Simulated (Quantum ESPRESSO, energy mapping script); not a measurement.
# NiO: energy mapping under PBE+U (6 eV), QE, GBRV

Aim: the exchange couplings of NiO from the energies of a few collinear orders, and the ordering temperature that they give.

Main program and level: Quantum ESPRESSO 7.5; PBE with U = 6 eV on Ni d, ortho-atomic projectors; plane waves, U on orthogonalised atomic orbitals unless named otherwise, collinear spin, no spin–orbit coupling.

The experiments to compare with:

For NiO, rock salt (literature value for NiO), “Observation and resonant x-ray optical interpretation of multi-atom resonant photoemission effects in O 1s emission from NiO” (2006, arxiv:cond-mat/0609101) quotes earlier work: ordering temperature (Neel temperature) 524 K [Literature value cited from another work, not measured on this sample.].

Most raw output is cut from this account.

## Step 1: The structure

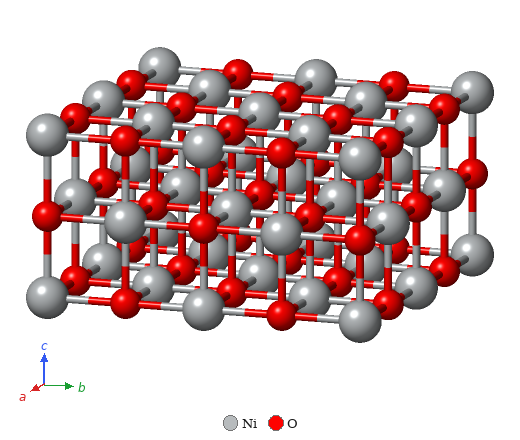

Start, viewed slightly off an axis; nickel light grey, oxygen red. 2×2×1 cells are drawn. This picture shows the conventional cell, with its axes. Some periodic images of atoms are drawn too.

The U corrects the self-interaction that lets semilocal functionals spread d and f electrons too far. Its value here is typed, not computed. These runs use Quantum ESPRESSO.

## Step 2: Parallel start in cell A (4 atoms)

The parallel order is the zero of energy for this cell and mesh.

The potential files are GBRV's for PBE; pw.x takes the functional from them.

pw.in reads:

```
&control
  calculation = 'scf'
  prefix = 'pw'
  outdir = './tmp/'
  pseudo_dir = './pseudo/'
  verbosity = 'low'
/
&system
  ibrav = 0
  nat = 4
  ntyp = 2
  ecutwfc = 45
  ecutrho = 360
  nbnd = 38
  occupations = 'smearing'
  smearing = 'fd'
  degauss = 0.00367493
  nspin = 2
  starting_magnetization(1) = 0.1111
/
&electrons
  conv_thr = 1.0e-08
  electron_maxstep = 120
  mixing_beta = 0.3
  mixing_mode = 'plain'
/
ATOMIC_SPECIES
  Ni 58.6934 Ni.upf
  O 15.9990 O.upf
CELL_PARAMETERS angstrom
  0.00000000 -2.08590164 -2.08590164
  0.00000000 2.08590164 -2.08590164
  4.17180328 0.00000000 0.00000000
ATOMIC_POSITIONS crystal
  Ni 0.50000000 0.50000000 0.50000000
  Ni 0.00000000 0.00000000 0.00000000
  O 0.50000000 0.50000000 0.00000000
  O 0.00000000 0.00000000 0.50000000
K_POINTS automatic
  7 7 5 0 0 0
HUBBARD {ortho-atomic}
U Ni-3d 6
```

On the command line:

```
$ OMP_NUM_THREADS=1 mpirun -n 4 pw.x -nk 4 -in pw.in > pw.out
```

The job ended after 17 s (4 MPI ranks of Arm Neoverse V1, shared host; peak memory 0.39 GiB).

Spin moment in the sphere by atom:

| atom | spin moment in the sphere (μB) |
| --- | --- |
| Ni1 | 1.73 |
| Ni2 | 1.73 |
| O3 | 0.21 |
| O4 | 0.21 |

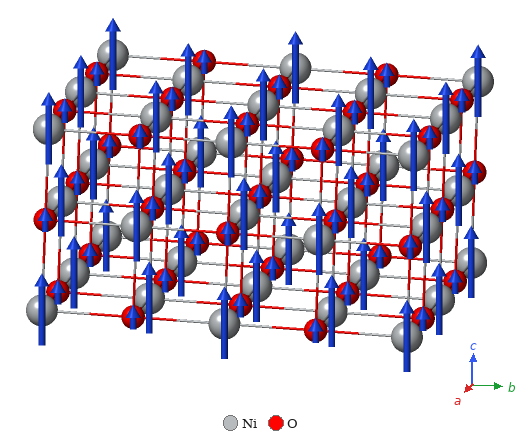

Spin moment in the sphere as arrows, the longest 1.73 μB. Up and down stand for the sign. Arrows give size and sign along the axis of quantisation, drawn up and down the page. Each arrow also spans its atom, so small moments look longer than they are. 2×2×1 conventional cells are drawn. Some periodic images of atoms are drawn too.

The run ends ferromagnetic.

## Step 3: Order 2: compensated +−, cell A of 4 atoms

This order reverses 8 of the 12 neighbours at 2.95 Å, 0 of the 6 neighbours at 4.17 Å and 16 of the 24 neighbours at 5.11 Å, counted for an average magnetic atom.

pw.in: that of step 2 with these lines changed.

```diff
@@ -10,6 +10,6 @@
   nat = 4
-  ntyp = 2
+  ntyp = 3
   ecutwfc = 45
   ecutrho = 360
-  nbnd = 38
+  nbnd = 36
   occupations = 'smearing'
@@ -19,2 +19,3 @@
   starting_magnetization(1) = 0.1111
+  starting_magnetization(2) = -0.1111
 /
@@ -27,3 +28,4 @@
 ATOMIC_SPECIES
-  Ni 58.6934 Ni.upf
+  Ni1 58.6934 Ni.upf
+  Ni2 58.6934 Ni.upf
   O 15.9990 O.upf
@@ -34,4 +36,4 @@
 ATOMIC_POSITIONS crystal
-  Ni 0.50000000 0.50000000 0.50000000
-  Ni 0.00000000 0.00000000 0.00000000
+  Ni1 0.50000000 0.50000000 0.50000000
+  Ni2 0.00000000 0.00000000 0.00000000
   O 0.50000000 0.50000000 0.00000000
@@ -41,2 +43,3 @@
 HUBBARD {ortho-atomic}
-U Ni-3d 6
+U Ni1-3d 6
+U Ni2-3d 6
```

It took 18 s on 4 MPI ranks; peak memory 0.4 GiB.

Spin moment in the sphere by atom:

| atom | spin moment in the sphere (μB) |
| --- | --- |
| Ni1 | 1.74 |
| Ni2 | -1.74 |
| O3 | -0.07 |
| O4 | 0.07 |

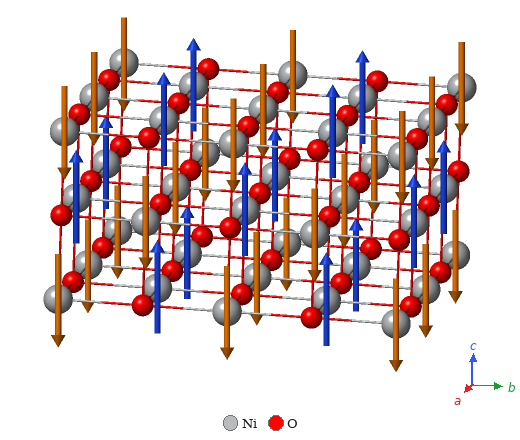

Spin moment in the sphere as arrows, the longest 1.74 μB. Up and down stand for the sign. Arrows give size and sign along the axis of quantisation, drawn up and down the page. The two directions have two colours. 2×2×1 conventional cells are drawn. Some periodic images of atoms are drawn too.

The run ends antiferromagnetic, 10.67 meV a magnetic atom above the parallel order of its cell.

## Step 4: Run 3 (parallel; cell B, 4 atoms)

A new cell needs its own zero of energy.

This run holds the same structure in another cell (c 4.172 → 5.109 Å, α 90.0 → 73.2°, β 90.0 → 73.2°, γ 90.0 → 60.0°).

pw.in reads:

```
&control
  calculation = 'scf'
  prefix = 'pw'
  outdir = './tmp/'
  pseudo_dir = './pseudo/'
  verbosity = 'low'
/
&system
  ibrav = 0
  nat = 4
  ntyp = 2
  ecutwfc = 45
  ecutrho = 360
  nbnd = 38
  occupations = 'smearing'
  smearing = 'fd'
  degauss = 0.00367493
  nspin = 2
  starting_magnetization(1) = 0.1111
/
&electrons
  conv_thr = 1.0e-08
  electron_maxstep = 120
  mixing_beta = 0.3
  mixing_mode = 'plain'
/
ATOMIC_SPECIES
  Ni 58.6934 Ni.upf
  O 15.9990 O.upf
CELL_PARAMETERS angstrom
  0.00000000 -2.08590164 -2.08590164
  -2.08590164 0.00000000 -2.08590164
  2.08590164 2.08590164 -4.17180328
ATOMIC_POSITIONS crystal
  Ni 0.50000000 0.50000000 0.50000000
  Ni 0.00000000 0.00000000 0.00000000
  O 0.75000000 0.75000000 0.75000000
  O 0.25000000 0.25000000 0.25000000
K_POINTS automatic
  8 8 8 0 0 0
HUBBARD {ortho-atomic}
U Ni-3d 6
```

It took 38 s on 4 MPI ranks; peak memory 0.46 GiB; 2.5 min of CPU time.

The run ends ferromagnetic. For each magnetic atom its energy differs from the parallel run of the first cell by -0.14 meV, an error that one common reference would have brought in.

## Step 5: Run 4 (compensated +−; cell B, 4 atoms)

This order reverses 6 of the 12 neighbours at 2.95 Å, 6 of the 6 neighbours at 4.17 Å and 12 of the 24 neighbours at 5.11 Å, counted for an average magnetic atom.

pw.in: that of step 4 with these lines changed.

```diff
@@ -10,6 +10,6 @@
   nat = 4
-  ntyp = 2
+  ntyp = 3
   ecutwfc = 45
   ecutrho = 360
-  nbnd = 38
+  nbnd = 36
   occupations = 'smearing'
@@ -19,2 +19,3 @@
   starting_magnetization(1) = 0.1111
+  starting_magnetization(2) = -0.1111
 /
@@ -27,3 +28,4 @@
 ATOMIC_SPECIES
-  Ni 58.6934 Ni.upf
+  Ni1 58.6934 Ni.upf
+  Ni2 58.6934 Ni.upf
   O 15.9990 O.upf
@@ -34,4 +36,4 @@
 ATOMIC_POSITIONS crystal
-  Ni 0.50000000 0.50000000 0.50000000
-  Ni 0.00000000 0.00000000 0.00000000
+  Ni1 0.50000000 0.50000000 0.50000000
+  Ni2 0.00000000 0.00000000 0.00000000
   O 0.75000000 0.75000000 0.75000000
@@ -41,2 +43,3 @@
 HUBBARD {ortho-atomic}
-U Ni-3d 6
+U Ni1-3d 6
+U Ni2-3d 6
```

Wall time 49 s (4 MPI ranks); peak memory 0.46 GiB; 3.3 min of CPU time.

The run ends antiferromagnetic, 104.49 meV a magnetic atom below the parallel order of its cell.

## Step 6: Run 5 (parallel; cell C, 6 atoms)

pw.in reads:

```
&control
  calculation = 'scf'
  prefix = 'pw'
  outdir = './tmp/'
  pseudo_dir = './pseudo/'
  verbosity = 'low'
/
&system
  ibrav = 0
  nat = 6
  ntyp = 2
  ecutwfc = 45
  ecutrho = 360
  nbnd = 55
  occupations = 'smearing'
  smearing = 'fd'
  degauss = 0.00367493
  nspin = 2
  starting_magnetization(1) = 0.1111
/
&electrons
  conv_thr = 1.5e-08
  electron_maxstep = 120
  mixing_beta = 0.3
  mixing_mode = 'plain'
/
ATOMIC_SPECIES
  Ni 58.6934 Ni.upf
  O 15.9990 O.upf
CELL_PARAMETERS angstrom
  0.00000000 2.08590164 2.08590164
  -2.08590164 0.00000000 -2.08590164
  -4.17180328 -4.17180328 4.17180328
ATOMIC_POSITIONS crystal
  Ni 0.00000000 0.00000000 0.00000000
  Ni 0.33333333 0.66666667 0.66666667
  Ni 0.66666667 0.33333333 0.33333333
  O 0.66666667 0.33333333 0.83333333
  O 0.00000000 0.00000000 0.50000000
  O 0.33333333 0.66666667 0.16666667
K_POINTS automatic
  8 8 3 0 0 0
HUBBARD {ortho-atomic}
U Ni-3d 6
```

The job ended after 38 s (4 MPI ranks; peak memory 0.53 GiB).

The run ends ferromagnetic. For each magnetic atom its energy differs from the parallel run of the first cell by -0.14 meV, an error that one common reference would have brought in.

## Step 7: Order 6: uncompensated ++−, cell C of 6 atoms

This order reverses 4 of the 12 neighbours at 2.95 Å, 4 of the 6 neighbours at 4.17 Å and 12 of the 24 neighbours at 5.11 Å, counted for an average magnetic atom.

pw.in: that of step 6 with these lines changed.

```diff
@@ -10,6 +10,6 @@
   nat = 6
-  ntyp = 2
+  ntyp = 3
   ecutwfc = 45
   ecutrho = 360
-  nbnd = 55
+  nbnd = 53
   occupations = 'smearing'
@@ -19,2 +19,3 @@
   starting_magnetization(1) = 0.1111
+  starting_magnetization(2) = -0.1111
 /
@@ -27,3 +28,4 @@
 ATOMIC_SPECIES
-  Ni 58.6934 Ni.upf
+  Ni1 58.6934 Ni.upf
+  Ni2 58.6934 Ni.upf
   O 15.9990 O.upf
@@ -34,5 +36,5 @@
 ATOMIC_POSITIONS crystal
-  Ni 0.00000000 0.00000000 0.00000000
-  Ni 0.33333333 0.66666667 0.66666667
-  Ni 0.66666667 0.33333333 0.33333333
+  Ni1 0.00000000 0.00000000 0.00000000
+  Ni1 0.33333333 0.66666667 0.66666667
+  Ni2 0.66666667 0.33333333 0.33333333
   O 0.66666667 0.33333333 0.83333333
@@ -43,2 +45,3 @@
 HUBBARD {ortho-atomic}
-U Ni-3d 6
+U Ni1-3d 6
+U Ni2-3d 6
```

The job ended after 45 s (4 MPI ranks; peak memory 0.53 GiB; 3 min of CPU time).

The run ends ferrimagnetic, 72.73 meV a magnetic atom below the parallel order of its cell.

## Step 8: Run 7 (parallel; cell D, 6 atoms)

The parallel order again, as the reference for this cell.

This run holds the same structure in another cell (c 7.226 → 6.596 Å, α 90.0 → 102.9°, β 90.0 → 102.9°, γ 120.0 → 90.0°).

pw.in reads:

```
&control
  calculation = 'scf'
  prefix = 'pw'
  outdir = './tmp/'
  pseudo_dir = './pseudo/'
  verbosity = 'low'
/
&system
  ibrav = 0
  nat = 6
  ntyp = 2
  ecutwfc = 45
  ecutrho = 360
  nbnd = 55
  occupations = 'smearing'
  smearing = 'fd'
  degauss = 0.00367493
  nspin = 2
  starting_magnetization(1) = 0.1111
/
&electrons
  conv_thr = 1.5e-08
  electron_maxstep = 120
  mixing_beta = 0.3
  mixing_mode = 'plain'
/
ATOMIC_SPECIES
  Ni 58.6934 Ni.upf
  O 15.9990 O.upf
CELL_PARAMETERS angstrom
  0.00000000 2.08590164 2.08590164
  0.00000000 2.08590164 -2.08590164
  -6.25770492 -2.08590164 0.00000000
ATOMIC_POSITIONS crystal
  Ni 0.00000000 0.00000000 0.00000000
  Ni 0.33333333 0.33333333 0.66666667
  Ni 0.66666667 0.66666667 0.33333333
  O 0.83333333 0.83333333 0.66666667
  O 0.16666667 0.16666667 0.33333333
  O 0.50000000 0.50000000 0.00000000
K_POINTS automatic
  7 7 7 0 0 0
HUBBARD {ortho-atomic}
U Ni-3d 6
```

Wall time 57 s (4 MPI ranks); peak memory 0.59 GiB; 3.8 min of CPU time.

The run ends ferromagnetic. For each magnetic atom its energy differs from the parallel run of the first cell by -0.06 meV, an error that one common reference would have brought in.

## Step 9: Uncompensated ++− start in cell D (6 atoms)

This order reverses 5.33 of the 12 neighbours at 2.95 Å, 1.33 of the 6 neighbours at 4.17 Å and 16 of the 24 neighbours at 5.11 Å, counted for an average magnetic atom.

pw.in: that of step 8 with these lines changed.

```diff
@@ -10,6 +10,6 @@
   nat = 6
-  ntyp = 2
+  ntyp = 3
   ecutwfc = 45
   ecutrho = 360
-  nbnd = 55
+  nbnd = 53
   occupations = 'smearing'
@@ -19,2 +19,3 @@
   starting_magnetization(1) = 0.1111
+  starting_magnetization(2) = -0.1111
 /
@@ -27,3 +28,4 @@
 ATOMIC_SPECIES
-  Ni 58.6934 Ni.upf
+  Ni1 58.6934 Ni.upf
+  Ni2 58.6934 Ni.upf
   O 15.9990 O.upf
@@ -34,5 +36,5 @@
 ATOMIC_POSITIONS crystal
-  Ni 0.00000000 0.00000000 0.00000000
-  Ni 0.33333333 0.33333333 0.66666667
-  Ni 0.66666667 0.66666667 0.33333333
+  Ni1 0.00000000 0.00000000 0.00000000
+  Ni1 0.33333333 0.33333333 0.66666667
+  Ni2 0.66666667 0.66666667 0.33333333
   O 0.83333333 0.83333333 0.66666667
@@ -43,2 +45,3 @@
 HUBBARD {ortho-atomic}
-U Ni-3d 6
+U Ni1-3d 6
+U Ni2-3d 6
```

The job ended after 55 s (4 MPI ranks; peak memory 0.58 GiB).

The run ends ferrimagnetic, 20.96 meV a magnetic atom below the parallel order of its cell.

## Step 10: Parallel start in cell E (6 atoms)

This run holds the same structure in another cell (b 2.950 → 4.172 Å, c 6.596 → 5.109 Å, α 102.9 → 114.1°, β 102.9 → 106.8°).

pw.in reads:

```
&control
  calculation = 'scf'
  prefix = 'pw'
  outdir = './tmp/'
  pseudo_dir = './pseudo/'
  verbosity = 'low'
/
&system
  ibrav = 0
  nat = 6
  ntyp = 2
  ecutwfc = 45
  ecutrho = 360
  nbnd = 55
  occupations = 'smearing'
  smearing = 'fd'
  degauss = 0.00367493
  nspin = 2
  starting_magnetization(1) = 0.1111
/
&electrons
  conv_thr = 1.5e-08
  electron_maxstep = 120
  mixing_beta = 0.3
  mixing_mode = 'plain'
/
ATOMIC_SPECIES
  Ni 58.6934 Ni.upf
  O 15.9990 O.upf
CELL_PARAMETERS angstrom
  0.00000000 -2.08590164 -2.08590164
  -4.17180328 0.00000000 0.00000000
  2.08590164 4.17180328 -2.08590164
ATOMIC_POSITIONS crystal
  Ni 0.66666667 0.66666667 0.33333333
  Ni 0.33333333 0.33333333 0.66666667
  Ni 0.00000000 0.00000000 0.00000000
  O 0.66666667 0.16666667 0.33333333
  O 0.33333333 0.83333333 0.66666667
  O 0.00000000 0.50000000 0.00000000
K_POINTS automatic
  8 8 8 0 0 0
HUBBARD {ortho-atomic}
U Ni-3d 6
```

It took 2.3 min on 4 MPI ranks; peak memory 0.79 GiB; 9.3 min of CPU time.

The run ends ferromagnetic. For each magnetic atom its energy differs from the parallel run of the first cell by -0.15 meV, an error that one common reference would have brought in.

## Step 11: Uncompensated ++− start in cell E (6 atoms)

This order reverses 6.67 of the 12 neighbours at 2.95 Å, 2.67 of the 6 neighbours at 4.17 Å and 8 of the 24 neighbours at 5.11 Å, counted for an average magnetic atom.

pw.in: that of step 10 with these lines changed.

```diff
@@ -10,6 +10,6 @@
   nat = 6
-  ntyp = 2
+  ntyp = 3
   ecutwfc = 45
   ecutrho = 360
-  nbnd = 55
+  nbnd = 53
   occupations = 'smearing'
@@ -19,2 +19,3 @@
   starting_magnetization(1) = 0.1111
+  starting_magnetization(2) = -0.1111
 /
@@ -27,3 +28,4 @@
 ATOMIC_SPECIES
-  Ni 58.6934 Ni.upf
+  Ni1 58.6934 Ni.upf
+  Ni2 58.6934 Ni.upf
   O 15.9990 O.upf
@@ -34,5 +36,5 @@
 ATOMIC_POSITIONS crystal
-  Ni 0.66666667 0.66666667 0.33333333
-  Ni 0.33333333 0.33333333 0.66666667
-  Ni 0.00000000 0.00000000 0.00000000
+  Ni1 0.66666667 0.66666667 0.33333333
+  Ni1 0.33333333 0.33333333 0.66666667
+  Ni2 0.00000000 0.00000000 0.00000000
   O 0.66666667 0.16666667 0.33333333
@@ -43,2 +45,3 @@
 HUBBARD {ortho-atomic}
-U Ni-3d 6
+U Ni1-3d 6
+U Ni2-3d 6
```

It took 2.7 min on 4 MPI ranks; peak memory 0.79 GiB.

The run ends ferrimagnetic, 45.98 meV a magnetic atom below the parallel order of its cell.

## Step 12: The fit

Each energy difference is a sum of couplings weighted by the pairs that the order reverses. A few near shells are fitted to the differences by least squares. Energies are those extrapolated to zero occupation width, not the free energies F.

Energies from the parallel order of the same cell:

| order | atoms | energy (meV a magnetic atom) | moments (μB) | moments kept as typed | opposed neighbours at 2.95, 4.17, 5.11 Å |
| --- | --- | --- | --- | --- | --- |
| parallel in cell A | 4 | 0.00 | 1.73 | yes | 0, 0, 0 |
| compensated +− in cell A | 4 | 10.67 | 1.74 | yes | 8, 0, 16 |
| parallel in cell B | 4 | 0.00 | 1.73 | yes | 0, 0, 0 |
| compensated +− in cell B | 4 | -104.49 | 1.67 | yes | 6, 6, 12 |
| parallel in cell C | 6 | 0.00 | 1.73 | yes | 0, 0, 0 |
| uncompensated ++− in cell C | 6 | -72.73 | 1.67 to 1.70 | yes | 4, 4, 12 |
| parallel in cell D | 6 | 0.00 | 1.73 | yes | 0, 0, 0 |
| uncompensated ++− in cell D | 6 | -20.96 | 1.71 to 1.72 | yes | 5.33, 1.33, 16 |
| parallel in cell E | 6 | 0.00 | 1.73 | yes | 0, 0, 0 |
| uncompensated ++− in cell E | 6 | -45.98 | 1.69 to 1.71 | yes | 6.67, 2.67, 8 |

Fitted to E = −Σ J e·e over ordered pairs of unit vectors (J > 0 favours parallel moments):

| pair | distance (Å) | neighbours | J (meV) |
| --- | --- | --- | --- |
| Ni–Ni | 2.95 | 12 | 0.625 |
| Ni–Ni | 4.17 | 6 | -9.40 |
| Ni–Ni | 5.11 | 24 | 0.0256 |
| Ni–Ni | 5.90 | 12 | -0.344 |

These orders cannot tell some unfitted shells from fitted ones: the value at 2.95 Å holds J(2.95) + 4 J(7.80) + J(8.85), the value at 5.11 Å holds J(5.11) + J(8.85) and the value at 5.90 Å holds J(5.90) − J(8.85); other unfitted shells add to the values wholly or in part.

Adding the shell at 6.60 Å gives 0.67, -9.4, 0.032, -0.35 and -0.032 meV and a mean-field temperature of 402 K, an exact solve that tests nothing.

In mean field these couplings order at 404 K, at q = (0.50, 0.50, 0.50) in fractions of the conventional cell's reciprocal vectors, and give a Curie–Weiss temperature of -405 K.

## Step 13: Finite temperature

Mean field ignores fluctuations and overstates the ordering temperature, so the model is also sampled. The heat capacity peaks where order sets in.

Classical unit spins with these couplings on 8×8×4 copies of a cell that holds the lowest order (512 spins), heat-bath sweeps, cooled from random directions, 831 sweeps to settle and 2493 measured at each temperature, averaged over 4 runs.

| T (K) | order along the lowest pattern | net moment | heat capacity (k_B a spin) |
| --- | --- | --- | --- |
| 48.5 | 0.38 | 0.01 | 1.00 |
| 83.0 | 0.39 | 0.01 | 1.03 |
| 135 | 0.40 | 0.01 | 1.16 |
| 169 | 0.34 | 0.02 | 1.29 |
| 204 | 0.36 | 0.02 | 1.37 |
| 255 | 0.27 | 0.02 | 1.88 |
| 273 | 0.25 | 0.02 | 1.88 |
| 290 | 0.21 | 0.02 | 1.79 |
| 324 | 0.15 | 0.03 | 1.12 |
| 359 | 0.12 | 0.03 | 0.62 |
| 410 | 0.09 | 0.03 | 0.39 |
| 445 | 0.08 | 0.03 | 0.28 |

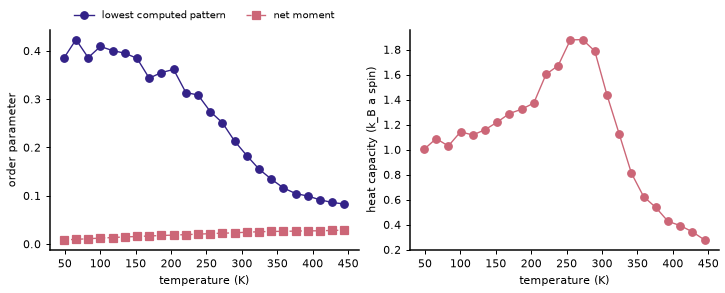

Order parameter and heat capacity against temperature.

The smoothed heat capacity peaks at 267 K. The order column follows one pattern alone; equivalent domains or another pattern share the rest.

## Step 14: Outcome

```
lowest order tried                                              : compensated +− in cell B
largest fitted value (a combination of shells), Ni–Ni at 4.17 Å : -9.40 meV
ordering temperature, mean field                                : 404 K
heat-capacity peak, Monte Carlo                                 : 267 K
```

What this shows: Of the orders tried, NiO prefers the order “compensated +− in cell B” under PBE+U (6 eV), QE, GBRV, with 6 of 12 neighbours at 2.95 Å, 6 of 6 neighbours at 4.17 Å and 12 of 24 neighbours at 5.11 Å opposed, and the heat capacity of the fitted model peaks near 267 K (Monte Carlo, classical spins). The largest fitted coupling is the Ni–Ni pair at 4.17 Å, antiferromagnetic at -9.4 meV, across a ligand at about 180°. The straight metal–ligand–metal path outweighs the right-angled one, the pattern expected of superexchange through one ligand p orbital, which these runs do not test. The orders also reverse pairs at 6.60 Å, which are not fitted, so the fitted values hold their part too. With 5 differences for 4 couplings the fit misses by 0.39 meV at most, a small part of the spread. In the fitted orders moments change by up to 3.4 % against the parallel run of the same cell, so their size stays put. Monte Carlo puts the peak at 0.66 of the mean-field temperature, since mean field leaves out fluctuations. In tests on simple cubic and body-centred models such peaks lay 5 to 6 % under the bulk value. On cooling, the order along the one computed pattern stays at or under 0.42: the model settles in an equivalent domain, a degenerate mixture or another order. The parallel order holds 2 μB a magnetic atom, spin 1; the common factor (S+1)/S would raise the classical 267 K to 534 K, a correction that often overshoots. The classical value and the one scaled by (S+1)/S differ by a factor of 2, so closeness of either to the measured temperature is partly a matter of convention.

Calculation against experiment:

| quantity | measured | PBE+U (6 eV), QE, GBRV, Monte Carlo | PBE+U (6 eV), QE, GBRV, Monte Carlo × (S+1)/S |
| --- | --- | --- | --- |
| ordering temperature (spin model) (K) | 524 | 267 (-49.0 %) | 534 (+1.9 %) |

Measured values from arxiv:cond-mat/0609101 (2006).

How well it matches: For the ordering temperature, of the levels listed nearest comes PBE+U (6 eV), QE, GBRV, Monte Carlo × (S+1)/S (+1.9 %, good agreement) and farthest PBE+U (6 eV), QE, GBRV, Monte Carlo (-49.0 %, a clear miss). A U picked for its result is no test. No cell relaxation is part of this session.

[Logs and program files are shortened in this print: banners, set-up blocks, solver, clock and traceback lines can be left out without a mark of their own.]

[Logs are printed without paths, hosts, clocks, repeated set-up lines and the standing remarks that a program may print on its own settings, such as how far it seeks lower states.]

[Hosts, paths, dates, database ids (printed as entryN), source tags and the programs' standing remarks are cut or masked in the printed files.]

[Where a cell is said to come from a database of computed structures, the database is the Materials Project.]
